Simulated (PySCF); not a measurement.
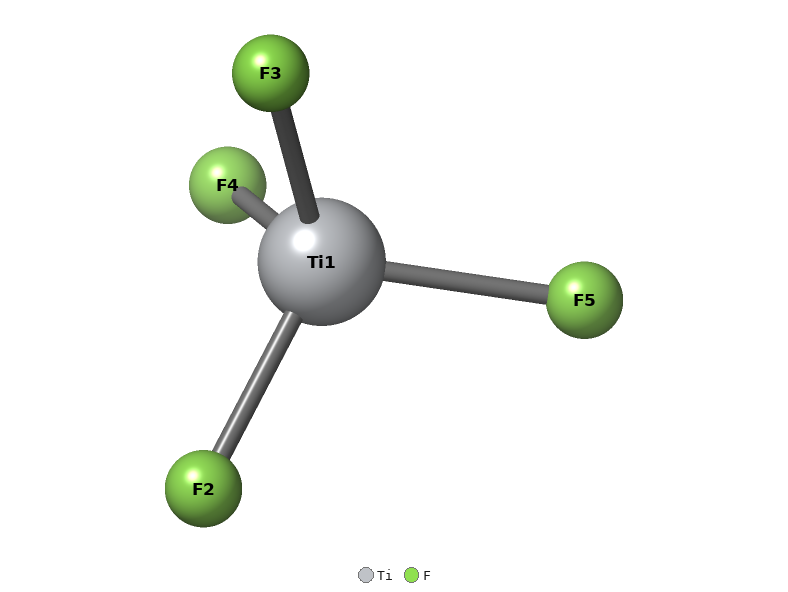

Charge 0, singlet. The geometry was computed by an optimisation with PBE0-D3(BJ)/def2-SVP. No frequency run is at hand to confirm it as a minimum. Method: delta-SCF UKS SCAN, pcX-2 on the ionised atom (unc-x2c-TZVPall on a metal), pcseg-1 elsewhere, spin-free X2C (PySCF 2.14.0).

Give the core-electron binding energies (to vacuum; p and d levels without spin–orbit splitting) of Ti1 2p, F2 1s.

```
atom  level  binding energy (eV)
 Ti1     2p                468.7
  F2     1s                692.9
```
